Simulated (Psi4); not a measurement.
# CH4NO (SMILES CN[O]) at 3 levels

Wanted: a comparison of 3 runs (UHF/3-21G, UPW91/cc-pCVDZ) of CH4NO. 

The calculation is run with Psi4 1.11.

1 further run of the same task is left out (it didn't finish).

## 1. Starting point

CH4NO has 7 atoms, charge 0, and is taken as a doublet. SMILES: `CN[O]`. Geometry: relaxed at GFN2-xTB.

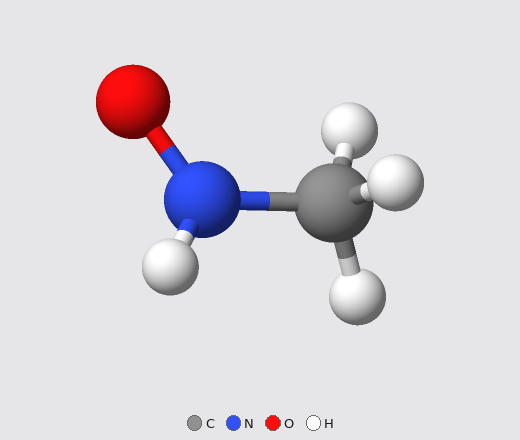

The structure, seen from a chosen angle (carbon grey, nitrogen blue, oxygen red, hydrogen white).

## 2. Energy and gradient at UHF/3-21G (run 1)

Contents of job.in:

```
memory 1.6 GB

molecule geom {
  0 2
  C
  N 1 1.432861
  O 2 1.274266 1 122.33132
  H 1 1.096042 2 111.41292 3 97.35046
  H 1 1.088566 4 108.8102 2 119.23538
  H 1 1.091097 5 110.07167 4 -118.94079
  H 2 1.019794 3 117.60765 1 163.09491
  symmetry c1
  no_reorient
  no_com
}

set {
  basis 3-21G
  reference uhf
  puream true
  e_convergence 1e-09
  d_convergence 1e-08
  scf_type pk
  maxiter 200
}

result, w = gradient('hf', return_wfn=True)
```

Started as:

```bash
psi4 -i job.in -o job.out -n 1
```

job.out:

```text
[...]
  Running in c1 symmetry.
[...]
  Nuclear repulsion =   76.794420630842950
[...]
  Multiplicity = 2
[...]
  Nalpha       = 13
  Nbeta        = 12
[...]
    Number of basis functions: 35
[...]
   @UHF iter   1:  -168.36348765571574   -6.04438e-01   1.16954e-02 DIIS/ADIIS
[...]
   @UHF iter  19:  -168.47607594409237   -2.61480e-12   8.65740e-09 DIIS
[...]
   @S^2 Observed:                7.568348446E-01
[...]
  @UHF Final Energy:  -168.47607594409237
   => Energetics <=
    Nuclear Repulsion Energy =             76.7944206308429500
    One-Electron Energy =                -381.9148662079327323
    Two-Electron Energy =                 136.6443696329973818
    Total Energy =                       -168.4760759440923721
  UHF NO Occupations:
  HONO-2 :   11  A 1.9992391
  HONO-1 :   12  A 1.9980338
[...]
  -Total Gradient:
     Atom            X                  Y                   Z
    ------   -----------------  -----------------  -----------------
       1        0.003279486930     0.002977986536     0.022046336965
       2        0.004512927174    -0.074572933727     0.005605101691
       3        0.000138746634     0.055371106074    -0.029865291818
       4       -0.006532740270     0.001453412322    -0.000218907800
       5        0.001066000787    -0.006343559958    -0.002510608722
       6        0.002856436441     0.005857139597    -0.000163135512
       7       -0.005320857697     0.015256849157     0.005106505196
[...]
```

Wall time 2.8 s (1 thread of Intel Xeon Platinum 8488C (Sapphire Rapids), shared host); peak memory 0.18 GiB.

## 3. Energy and gradient at UPW91/cc-pCVDZ (Coulomb fitting set) (run 2)

Contents of job.json:

```json
{
 "schema_name": "qcschema_input",
 "schema_version": 1,
 "molecule": {
  "schema_name": "qcschema_molecule",
  "schema_version": 2,
  "symbols": ["C", "N", "O", "H", "H", "H", "H"],
  "geometry": [0.61438776, 0.59292047, -0.81152399, -0.62712451, -0.89438848, 1.08011076, -2.84711807, -1.77547328, 0.77376726, 0.42197584, 2.61904703, -0.42715369, -0.25433824, 0.17721852, -2.62925155, 2.62050211, 0.11924172, -0.86114819, 0.07171511, -0.83858487, 2.8751994],
  "molecular_charge": 0,
  "molecular_multiplicity": 2
 },
 "driver": "gradient",
 "model": {
  "method": "pw91",
  "basis": "cc-pCVDZ"
 },
 "keywords": {
  "reference": "uks",
  "df_basis_scf": "def2-universal-jfit",
  "dft_nuclear_scheme": "becke"
 }
}
```

Started as:

```bash
psi4 --qcschema job.json -n 1 --memory 1600MB
```

stdout:

```text
[...]
  Running in c1 symmetry.
[...]
  Nuclear repulsion =   76.794418491726560
[...]
  Multiplicity = 2
[...]
  Nalpha       = 13
  Nbeta        = 12
[...]
    Number of basis functions: 74
[...]
   @DF-UKS iter   1:  -170.11411430637668   -1.16853e-01   9.54057e-03 ADIIS/DIIS
[...]
   @DF-UKS iter  13:  -170.35499088435319   -6.53699e-13   3.85198e-09 DIIS
[...]
   @S^2 Observed:                7.517183740E-01
[...]
  @DF-UKS Final Energy:  -170.35499088435319
   => Energetics <=
    Nuclear Repulsion Energy =             76.7944184917265602
    One-Electron Energy =                -383.6729923330383940
    Two-Electron Energy =                 158.8839862738024920
    DFT Exchange-Correlation Energy =     -22.3604033168438505
    Empirical Dispersion Energy =           0.0000000000000000
    VV10 Nonlocal Energy =                  0.0000000000000000
    Total Energy =                       -170.3549908843531853
[...]
  -Total Gradient:
     Atom            X                  Y                   Z
    ------   -----------------  -----------------  -----------------
       1       -0.001239214717    -0.002344360883    -0.000677227914
       2        0.005821084800     0.008617346270     0.001007708249
       3        0.007848794826     0.001656302542     0.001979158670
       4        0.000520508868    -0.011563098734    -0.000372048045
       5        0.004481604293     0.003292412464     0.008074589585
       6       -0.011518210781     0.001172084370     0.001435269770
       7       -0.005970019031    -0.000790738953    -0.011423778937
[...]
```

The result, in JSON:

```text
{
 "driver": "gradient",
 "model": {
  "method": "pw91",
  "basis": "cc-pCVDZ"
 },
 "success": true,
 "return_result": [-0.0012392147167584536, -0.0023443608831474477, -0.0006772279143624702, 0.005821084800172988, 0.00861734627038652, 0.001007708249241103, 0.00784879482612616, 0.0016563025415691768, 0.0019791586703211198, 0.0005205088677052196, -0.011563098733662819, -0.00037204804517212975, 0.0044816042930540395, 0.003292412463815647, 0.008074589585045366, -0.011518210781135518, 0.0011720843704080205, 0.0014352697702723523, -0.00597001903128698, -0.0007907389532615253, -0.011423778937270868],
 "properties": {
  "calcinfo_nbasis": 74,
  "calcinfo_nmo": 74,
  "calcinfo_nalpha": 13,
  "calcinfo_nbeta": 12,
  "calcinfo_natom": 7,
  "nuclear_repulsion_energy": 76.79441849172656,
  "return_energy": -170.35499088435319,
  "return_gradient": [-0.0012392147167584536, -0.0023443608831474477, -0.0006772279143624702, 0.005821084800172988, 0.00861734627038652, 0.001007708249241103, 0.00784879482612616, 0.0016563025415691768, 0.0019791586703211198, 0.0005205088677052196, -0.011563098733662819, -0.00037204804517212975, 0.0044816042930540395, 0.003292412463815647, 0.008074589585045366, -0.011518210781135518, 0.0011720843704080205, 0.0014352697702723523, -0.00597001903128698, -0.0007907389532615253, -0.011423778937270868],
  "scf_one_electron_energy": -383.6729923330384,
  "scf_two_electron_energy": 158.8839862738025,
  "scf_xc_energy": -22.36040331684385,
  "scf_dipole_moment": [1.0228858277525723, 0.5612448861913131, 0.13426549899889784],
  "scf_total_energy": -170.35499088435319,
  "scf_total_gradient": [-0.0012392147167584536, -0.0023443608831474477, -0.0006772279143624702, 0.005821084800172988, 0.00861734627038652, 0.001007708249241103, 0.00784879482612616, 0.0016563025415691768, 0.0019791586703211198, 0.0005205088677052196, -0.011563098733662819, -0.00037204804517212975, 0.0044816042930540395, 0.003292412463815647, 0.008074589585045366, -0.011518210781135518, 0.0011720843704080205, 0.0014352697702723523, -0.00597001903128698, -0.0007907389532615253, -0.011423778937270868],
  "scf_iterations": 13
 }
}
```

It took 14 s on 1 thread of Intel Xeon Platinum 8488C (Sapphire Rapids), shared host; peak memory 0.5 GiB.

## 4. Energy and gradient at UPW91/cc-pCVDZ (density fitting) (run 3)

Contents of calc.in:

```
memory 1.6 GB

molecule m {
  0 2
  C
  N 1 1.432861
  O 2 1.274266 1 122.33132
  H 1 1.096042 2 111.41292 3 97.35046
  H 1 1.088566 4 108.8102 2 119.23538
  H 1 1.091097 5 110.07167 4 -118.94079
  H 2 1.019794 3 117.60765 1 163.09491
}

set {
  basis     cc-pCVDZ
  reference uks
}

gradient("pw91")
print_variables()
```

Started as:

```bash
psi4 -i calc.in -o calc.out -n 1
```

calc.out:

```text
[...]
  Running in c1 symmetry.
[...]
  Nuclear repulsion =   76.794420630842950
[...]
  Multiplicity = 2
[...]
  Nalpha       = 13
  Nbeta        = 12
[...]
    Number of basis functions: 74
[...]
   @DF-UKS iter   1:  -170.11388900597609   -1.16642e-01   9.54738e-03 ADIIS/DIIS
[...]
   @DF-UKS iter  13:  -170.35485305446835   -5.11591e-13   3.86018e-09 DIIS
[...]
   @S^2 Observed:                7.517183875E-01
[...]
  @DF-UKS Final Energy:  -170.35485305446835
   => Energetics <=
    Nuclear Repulsion Energy =             76.7944206308429500
    One-Electron Energy =                -383.6727042624437445
    Two-Electron Energy =                 158.8837990623788130
    DFT Exchange-Correlation Energy =     -22.3603684852463971
    Empirical Dispersion Energy =           0.0000000000000000
    VV10 Nonlocal Energy =                  0.0000000000000000
    Total Energy =                       -170.3548530544683501
[...]
  -Total Gradient:
     Atom            X                  Y                   Z
    ------   -----------------  -----------------  -----------------
       1        0.001748189439    -0.001611922179     0.001368172019
       2       -0.005343964169     0.006063864644    -0.006680629656
       3        0.000864500028     0.007591724241    -0.003125417986
       4        0.009975878053    -0.000798559181     0.005845359730
       5       -0.004243136970     0.008662706689     0.001773171612
       6       -0.005997566878    -0.008274475659     0.005639942861
       7        0.002965179952    -0.011658377362    -0.004811040426
[...]
```

Wall time 14 s (1 thread of Intel Xeon Platinum 8488C (Sapphire Rapids), shared host); peak memory 0.5 GiB.

## 5. All runs side by side

```csv
run,level,integrals,integral approximation,energy (Eh),dipole moment (D),HOMO energy (eV),LUMO energy (eV),wall time
1,UHF/3-21G,pk,none,-168.476076,2.89,-10.02,5.58,2.8 s
2,UPW91/cc-pCVDZ (Coulomb fitting set),df,def2-universal-jfit,-170.354991,2.99,-3.84,-2.17,14 s
3,UPW91/cc-pCVDZ (density fitting),df,program's default,-170.354853,2.99,-3.84,-2.17,14 s
```

## 6. Outcome

| quantity | value |
| --- | --- |
| run 3: total energy | -170.35485 Eh |
| run 3: dipole moment | 2.99 D |
| run 3: HOMO energy (highest over α and β) | -3.84 eV |
| run 3: LUMO energy (lowest over α and β) | -2.17 eV |
| run 3: ⟨S²⟩ | 0.752 |
| run 3: largest force on an atom | 0.666 eV/Å |

The dipole moment (its size) runs from 2.89 D (UHF/3-21G) to 2.99 D (UPW91/cc-pCVDZ). The two ends differ in method and basis. All runs together took 30 s, the longest 14 s.
